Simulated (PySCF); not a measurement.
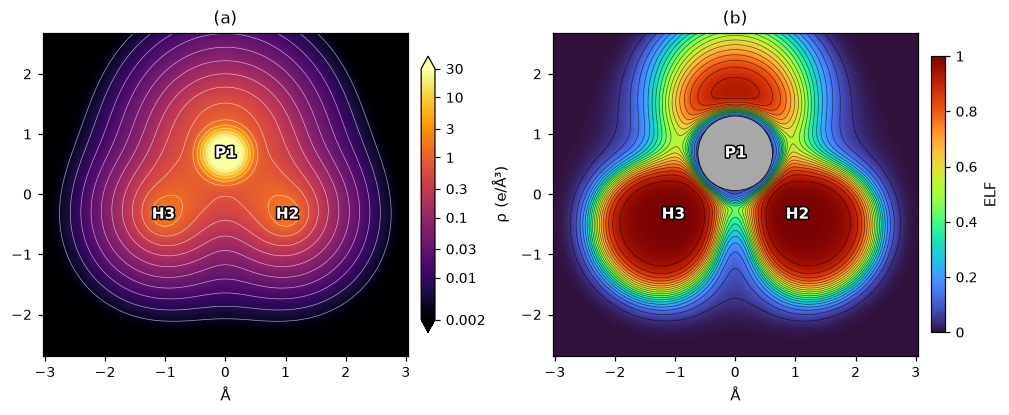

Figure. H$_{2}$P (SMILES [PH2-]) (charge −1). (a) electron density; (b) electron localisation function on the molecular plane. Grey discs cover the atomic cores in the ELF map.

Geometry: PBE0-D3(BJ)/def2-SVP.

Method: PySCF, wB97X-D/def2-SVPD, SCF density, gas phase.

**Read the bonding off the picture.**

The plane passes through P and H nuclei.
P–H (1.45 Å): ρ is about 0.92 e/Å³ halfway; the ELF climbs to about 1 towards the hydrogen, as it does in any bond to H.
The ELF also peaks beside P1, away from the bonds: lone-pair regions.
